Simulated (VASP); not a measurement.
Band structure of PtTe$_{2}$ (1T layered). These are AM05 GGA, VASP's PBE PAW potentials (set 64) (plane waves; VASP) values and carry that method's errors.

Unless said otherwise, spin-orbit coupling is left out, though it shifts the bands of the heavy elements here.

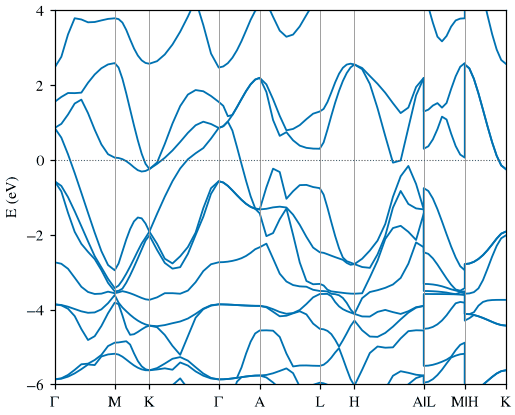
Figure. Bands along high-symmetry lines, zero at the valence-band maximum or, without a gap, the Fermi level

Task: Read the plot: is there a gap, and where are the band edges?

Result: It has no gap at this level: it comes out as a metal or semimetal. (Edges off the drawn lines would not show.)

The compound is PtTe2 in the 1T layered structure. It was relaxed first.
